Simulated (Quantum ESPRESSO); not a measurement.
# Voltage at the next charge: Ta(110), 4 layers, one monolayer of H on top sites against an electrode

Method. Quantum ESPRESSO 7.5, PBE, GBRV ultrasoft; ESM with bc3, a metal electrode 6.07 Å above the top atoms; cell area 7.747 Å²; ions fixed. V is the potential energy of an electron at the electrode over the slab's Fermi level, divided by e, so that it equals the work function at zero charge; positive charge removes electrons.

| charge (e a cell) | V (V) |
| --- | --- |
| 0 | 6.624 |
| 0.0116 | 8.184 |
| 0.0232 | 9.750 |

One more run was made and is withheld. What is V at a charge of 0.0465 e, and what capacitance do the rows imply?

By hand: The last two rows give dV/dq = (9.750 − 8.184)/(0.0232 − 0.0116) = 135.0 V/e, so C = 1602/(7.747 × 135.0) = 1.53 µF/cm², an effective gap of 8.854/1.53 = 5.78 Å. At constant C, V = 9.750 + 135.0 × 0.0233 = 12.90 V.

**The withheld run.** V = 12.906 V; the estimate misses by −0.01 V, 0.3 % of the step. Over the three intervals C goes 1.54, 1.53 and 1.53 µF/cm².

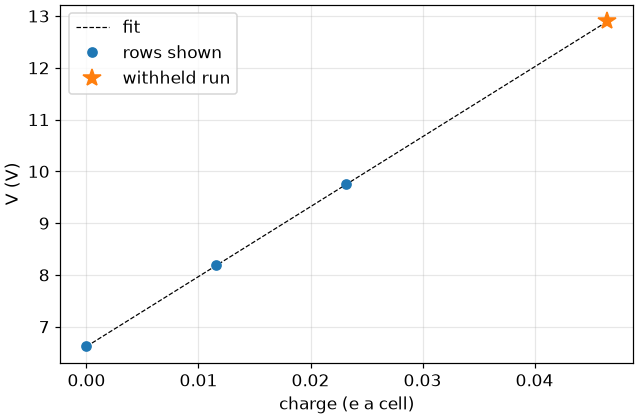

The rows shown, the fit and the withheld run.

**Limits.** Vacuum fills the gap; a dielectric or electrolyte would change C. The slab is thin.
